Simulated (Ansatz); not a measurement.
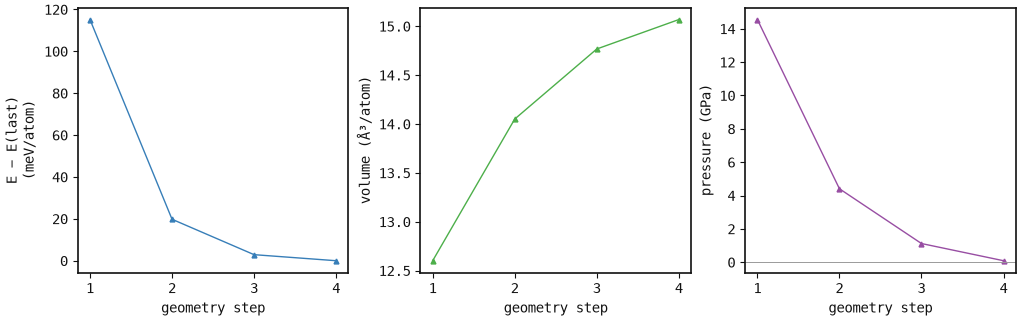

History of a geometry optimisation. Atoms and cell relax. A closing SCF on a freshly chosen basis isn't drawn.

The run: MgBe (P-6m2, 2 atoms in the cell), by DFT PBEsol, scalar-relativistic, plane waves, PAW in Ansatz; cutoff 420 eV, 9×9×6 k-mesh, Gaussian smearing of 0.1 eV.

How did the optimisation end?

The optimisation met its thresholds at geometry 4, counting the start as the first. The energy fell by about 120 meV/atom from the first step to the last. All forces vanish by symmetry, so only the cell moves.

Was the starting cell too large or too small?

The volume grows from 12.6 to 15.1 Å³ per atom (+20 %), as the pressure goes from 15 GPa to about 0 GPa. The start was compressed.
